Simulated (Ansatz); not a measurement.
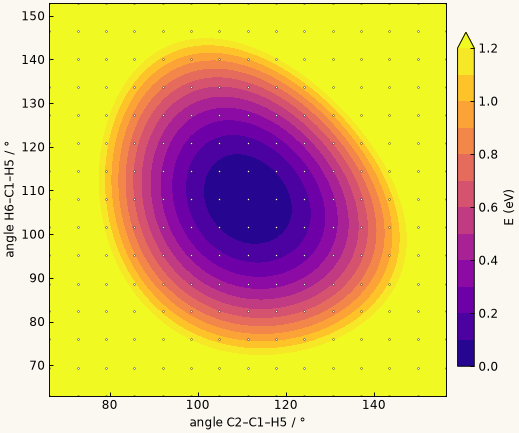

C2H4F, SMILES C[CH]F, spin multiplicity 2. Coordinates scanned: (1) angle C2–C1–H5; (2) angle H6–C1–H5. Nothing is relaxed (all other coordinates rigid). The grid has 15 × 15 points. Points are written as (first, second). Energies: eV, counted from the lowest grid point. The calculation used UHF/def2-TZVP (Ansatz 0.2.0).

Drawn: filled contours, dots at the grid points, one colour for all values above the top of the scale. Between grid points the surface is interpolated.

> Estimate the position of the minimum and the force constants in these coordinates.

The interpolated minimum is at angle C2–C1–H5 ≈ 111.3°, angle H6–C1–H5 ≈ 108.0°. The curvatures there are about 6.7 eV/rad² and 6.3 eV/rad², with a cross term of about 1.3 eV/rad². Round the minimum the valley is somewhat tilted: raising angle C2–C1–H5 shifts the best value of angle H6–C1–H5 downwards (coupling k₁₂/√(k₁₁k₂₂) about 0.2).
